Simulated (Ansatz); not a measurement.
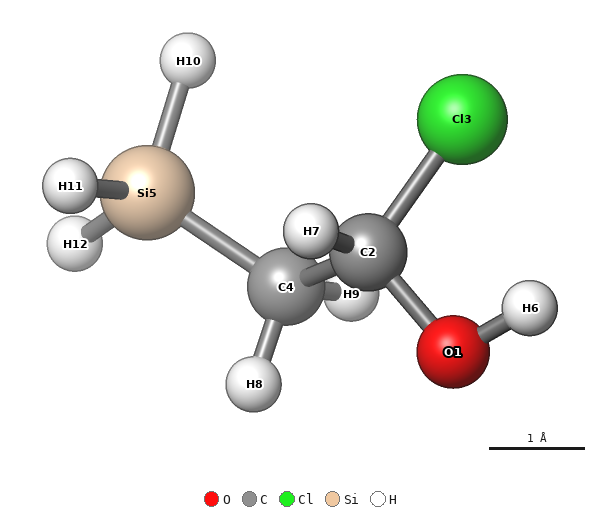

**Figure 1.** The starting structure (ball-and-stick view, seen at a tilt; atoms are numbered from 1 in the order of the input). Bond lengths as drawn: C–C 1.57 Å, C–Cl 1.76 Å, C–H 1.08 to 1.11 Å, C–O 1.41 Å, C–Si 1.81 Å, H–O 0.99 Å and H–Si 1.47 to 1.51 Å.

**C2H7ClOSi: geometry relaxation (part 1 of 2)**

- system: C2H7ClOSi
- method: RKS PBE-D4/def2-SVP (Ansatz 0.2.0)

The geometry: force-field start. Figures and captions count atoms from 1; the log counts them from 0 in places.

What the program printed
```
Functional definition: PBE
  name "PBE"
  cite "Perdew, Burke & Ernzerhof, Phys. Rev. Lett. 77, 3865 (1996) doi:10.1103/PhysRevLett.77.3865"
  parent pbe
  parameter kappa = 0.804
  parameter beta = 0.06672455060314922
  exchange = pbe_x(kappa = kappa, mu = beta*pi^2/3)
  correlation = pbe_c(beta = beta)
1256 factors; their error is unknown
mean field evaluation 1: about -24602.2886 eV, gradient 6.2e1 eV
mean field evaluation 2: about -24583.7204 eV, gradient 1.1e2 eV
mean field evaluation 4: about -24610.8304 eV, gradient 8.0e0 eV
mean field evaluation 8: about -24610.9692 eV, gradient 1.4e-1 eV
mean field evaluation 16: about -24610.8924 eV, gradient 2.0e-4 eV
mean field -24610.89239863 eV, -904.4336137877 hartree, gradient 2.6e-5 eV, S^2 0.000000; 0 other end points of the search recorded, 0 dependent functions left out
the calculation of the forces begins
reference -24610.89243398 eV, -904.4336150869 hartree; 29, 29 occupied and 84, 84 virtual orbitals, 1256 factors
relax step   1: F+E_penalty+E_count = -24611.16525988 eV  Δ(F+E_penalty+E_count) = +0.000e0 eV  max|allowed force component| = 2.521e0 eV/Å  Δτ_max = 0.0000 Å  (28 SCF iters, accepted)
these checks for a lower state are left out or cut short: starts, cluster_reference, orbital_swaps, neighbouring_geometries, increment
1256 factors; their error is unknown
mean field -24611.15601945 eV, -904.4433016741 hartree, gradient 9.8e-6 eV, S^2 0.000000; 0 other end points of the search recorded, 0 dependent functions left out
the calculation of the forces begins
reference -24611.15605485 eV, -904.4433029749 hartree; 29, 29 occupied and 84, 84 virtual orbitals, 1256 factors
relax step   2: F+E_penalty+E_count = -24611.42876084 eV  Δ(F+E_penalty+E_count) = -2.635e-1 eV  max|allowed force component| = 1.196e0 eV/Å  Δτ_max = 0.1370 Å  (30 SCF iters, accepted)
these checks for a lower state are left out or cut short: starts, cluster_reference, orbital_swaps, neighbouring_geometries, increment
1256 factors; their error is unknown
mean field evaluation 32: about -24611.2516 eV, gradient 7.8e-6 eV
mean field -24611.25163865 eV, -904.4468156150 hartree, gradient 7.8e-6 eV, S^2 0.000000; 0 other end points of the search recorded, 0 dependent functions left out
the calculation of the forces begins
reference -24611.25167415 eV, -904.4468169196 hartree; 29, 29 occupied and 84, 84 virtual orbitals, 1256 factors
relax step   3: F+E_penalty+E_count = -24611.52420897 eV  Δ(F+E_penalty+E_count) = -9.545e-2 eV  max|allowed force component| = 7.600e-1 eV/Å  Δτ_max = 0.1066 Å  (29 SCF iters, accepted)
these checks for a lower state are left out or cut short: starts, cluster_reference, orbital_swaps, neighbouring_geometries, increment
1256 factors; their error is unknown
mean field -24611.27689725 eV, -904.4477438514 hartree, gradient 1.4e-5 eV, S^2 0.000000; 0 other end points of the search recorded, 0 dependent functions left out
the calculation of the forces begins
reference -24611.27693246 eV, -904.4477451451 hartree; 29, 29 occupied and 84, 84 virtual orbitals, 1256 factors
relax step   4: F+E_penalty+E_count = -24611.54923289 eV  Δ(F+E_penalty+E_count) = -2.502e-2 eV  max|allowed force component| = 5.929e-1 eV/Å  Δτ_max = 0.2000 Å  (36 SCF iters, accepted)
these checks for a lower state are left out or cut short: starts, cluster_reference, orbital_swaps, neighbouring_geometries, increment
1256 factors; their error is unknown
mean field -24611.29034377 eV, -904.4482380018 hartree, gradient 2.5e-5 eV, S^2 0.000000; 0 other end points of the search recorded, 0 dependent functions left out
the calculation of the forces begins
reference -24611.29037883 eV, -904.4482392901 hartree; 29, 29 occupied and 84, 84 virtual orbitals, 1256 factors
relax step   5: F+E_penalty+E_count = -24611.56396651 eV  Δ(F+E_penalty+E_count) = -1.473e-2 eV  max|allowed force component| = 1.985e-1 eV/Å  Δτ_max = 0.1444 Å  (29 SCF iters, accepted)
these checks for a lower state are left out or cut short: starts, cluster_reference, orbital_swaps, neighbouring_geometries, increment
1256 factors; their error is unknown
mean field -24611.30785999 eV, -904.4488817111 hartree, gradient 1.6e-5 eV, S^2 0.000000; 0 other end points of the search recorded, 0 dependent functions left out
the calculation of the forces begins
reference -24611.30789526 eV, -904.4488830070 hartree; 29, 29 occupied and 84, 84 virtual orbitals, 1256 factors
relax step   6: F+E_penalty+E_count = -24611.58063510 eV  Δ(F+E_penalty+E_count) = -1.667e-2 eV  max|allowed force component| = 1.791e-1 eV/Å  Δτ_max = 0.0859 Å  (30 SCF iters, accepted)
these checks for a lower state are left out or cut short: starts, cluster_reference, orbital_swaps, neighbouring_geometries, increment
1256 factors; their error is unknown
mean field -24611.31558619 eV, -904.4491656437 hartree, gradient 1.0e-5 eV, S^2 0.000000; 0 other end points of the search recorded, 0 dependent functions left out
the calculation of the forces begins
reference -24611.31562151 eV, -904.4491669417 hartree; 29, 29 occupied and 84, 84 virtual orbitals, 1256 factors
relax step   7: F+E_penalty+E_count = -24611.58818404 eV  Δ(F+E_penalty+E_count) = -7.549e-3 eV  max|allowed force component| = 1.432e-1 eV/Å  Δτ_max = 0.1557 Å  (29 SCF iters, accepted)
these checks for a lower state are left out or cut short: starts, cluster_reference, orbital_swaps, neighbouring_geometries, increment
1256 factors; their error is unknown
mean field evaluation 64: about -24611.3198 eV, gradient 2.3e-1 eV
mean field -24611.31991943 eV, -904.4493248873 hartree, gradient 1.5e-5 eV, S^2 0.000000; 0 other end points of the search recorded, 0 dependent functions left out
the calculation of the forces begins
reference -24611.31995460 eV, -904.4493261797 hartree; 29, 29 occupied and 84, 84 virtual orbitals, 1256 factors
relax step   8: F+E_penalty+E_count = -24611.59367736 eV  Δ(F+E_penalty+E_count) = -5.493e-3 eV  max|allowed force component| = 8.219e-2 eV/Å  Δτ_max = 0.0831 Å  (30 SCF iters, accepted)
these checks for a lower state are left out or cut short: starts, cluster_reference, orbital_swaps, neighbouring_geometries, increment
1256 factors; their error is unknown
mean field -24611.32203798 eV, -904.4494027425 hartree, gradient 1.5e-5 eV, S^2 0.000000; 0 other end points of the search recorded, 0 dependent functions left out
the calculation of the forces begins
reference -24611.32207301 eV, -904.4494040298 hartree; 29, 29 occupied and 84, 84 virtual orbitals, 1256 factors
relax step   9: F+E_penalty+E_count = -24611.59675313 eV  Δ(F+E_penalty+E_count) = -3.076e-3 eV  max|allowed force component| = 7.464e-2 eV/Å  Δτ_max = 0.0610 Å  (30 SCF iters, accepted)
these checks for a lower state are left out or cut short: starts, cluster_reference, orbital_swaps, neighbouring_geometries, increment
1256 factors; their error is unknown
mean field -24611.32319397 eV, -904.4494452243 hartree, gradient 1.5e-5 eV, S^2 0.000000; 0 other end points of the search recorded, 0 dependent functions left out
the calculation of the forces begins
reference -24611.32322891 eV, -904.4494465085 hartree; 29, 29 occupied and 84, 84 virtual orbitals, 1256 factors
relax step  10: F+E_penalty+E_count = -24611.59823098 eV  Δ(F+E_penalty+E_count) = -1.478e-3 eV  max|allowed force component| = 2.709e-2 eV/Å  Δτ_max = 0.0354 Å  (30 SCF iters, accepted)
1256 factors; their error is unknown
mean field evaluation 96: about -24611.3232 eV, gradient 1.9e-2 eV
```

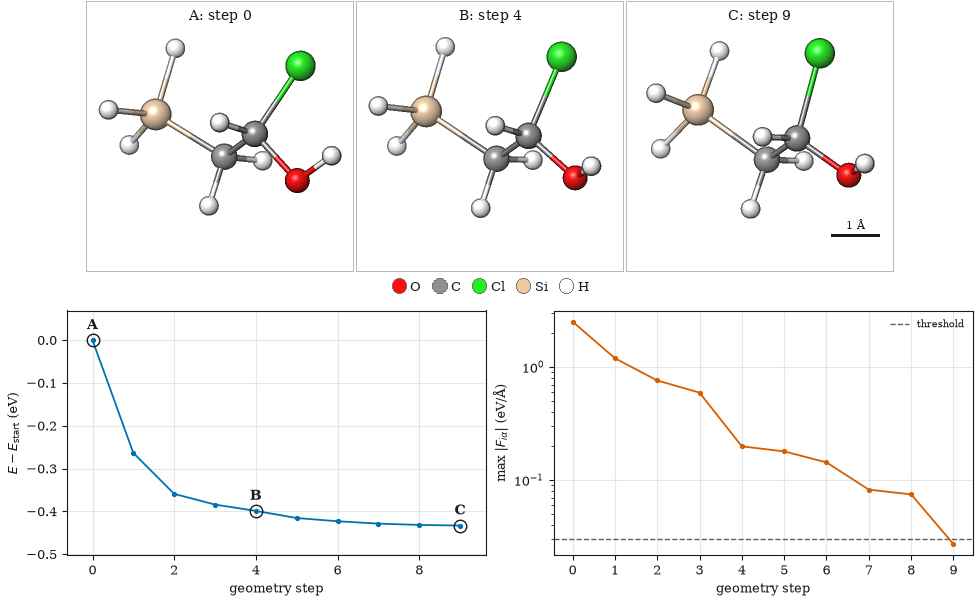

**Figure 2.** Frames of the relaxation (ball-and-stick view, seen at a tilt) above the curves, on which the letters mark them (the first geometry is step 0 here and step 1 in the log).

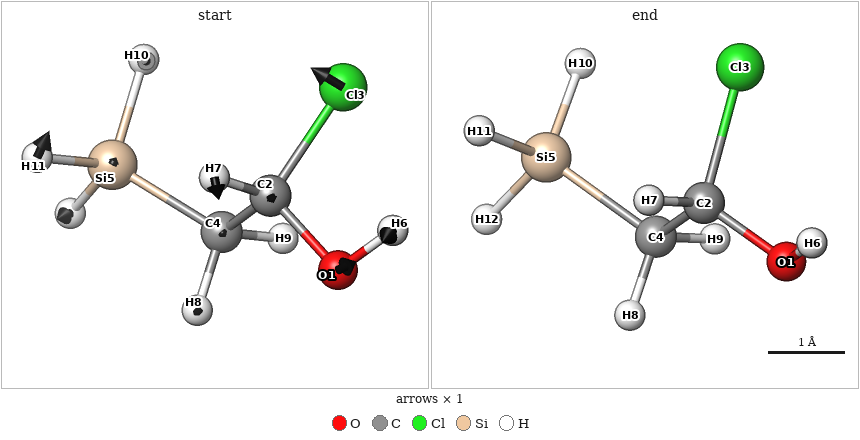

**Figure 3.** Before (left) and after (right) the relaxation, at one scale (ball-and-stick view, seen at a tilt). The black arrows give the displacements, at true length. Cl3 moves most after the best rigid fit: 0.52 Å. Largest moves by element: Cl 0.52 Å, H 0.40 Å, O 0.34 Å, C 0.11 Å, Si 0.11 Å. Among the contacts that change: C2–Cl3 1.758 → 1.878 Å, C4–Si5 1.806 → 1.904 Å, C2–C4 1.571 → 1.514 Å, O1–C2 1.412 → 1.377 Å. Among the angles that change: Si5–C4–H9 115.6° → 109.3°, O1–C2–Cl3 105.5° → 111.0°, Cl3–C2–H7 106.9° → 101.5°. The energy falls by 0.433 eV in 9 geometry steps. The largest force component goes from 2.5 to 0.027 eV/Å. (Atoms are counted from 1 in the order of the input.)

```
mean field -24611.32319397 eV, -904.4494452243 hartree, gradient 1.7e-5 eV, S^2 0.000000; 1 other end points of the search recorded, 0 dependent functions left out
the calculation of the forces begins
reference -24611.32322891 eV, -904.4494465085 hartree; 29, 29 occupied and 84, 84 virtual orbitals, 1256 factors
Total energy: -24611.59826593 eV, -904.4595539323 hartree
Atom 0 at    -1.762910    -0.869306     1.275804 Å, force     0.004740    -0.001034    -0.001676 eV/Å
Atom 1 at    -0.966863     0.040752     0.616732 Å, force    -0.000639     0.020394     0.006651 eV/Å
Atom 2 at    -0.172766     1.238859     1.826130 Å, force    -0.004056    -0.003760    -0.004521 eV/Å
Atom 3 at     0.122338    -0.684140    -0.145868 Å, force    -0.015152    -0.009517     0.005644 eV/Å
Atom 4 at     1.401281     0.428175    -1.013748 Å, force     0.027094     0.011627    -0.009115 eV/Å
Atom 5 at    -2.507774    -0.387261     1.683754 Å, force    -0.000314     0.004202    -0.002157 eV/Å
Atom 6 at    -1.542534     0.733707    -0.036696 Å, force    -0.001563    -0.010076     0.002678 eV/Å
Atom 7 at    -0.371265    -1.326582    -0.907264 Å, force    -0.001784    -0.007561    -0.001115 eV/Å
Atom 8 at     0.645763    -1.366929     0.556358 Å, force     0.002063    -0.006799    -0.001049 eV/Å
Atom 9 at     2.442680     0.941113    -0.064198 Å, force    -0.000691    -0.001779     0.000161 eV/Å
Atom 10 at     0.706629     1.587227    -1.677842 Å, force    -0.003732    -0.000840     0.001453 eV/Å
Atom 11 at     2.082420    -0.390914    -2.079160 Å, force    -0.005968     0.005143     0.003045 eV/Å
Dipole moment:    -0.377308    -0.105371    -0.145075 e Å
```
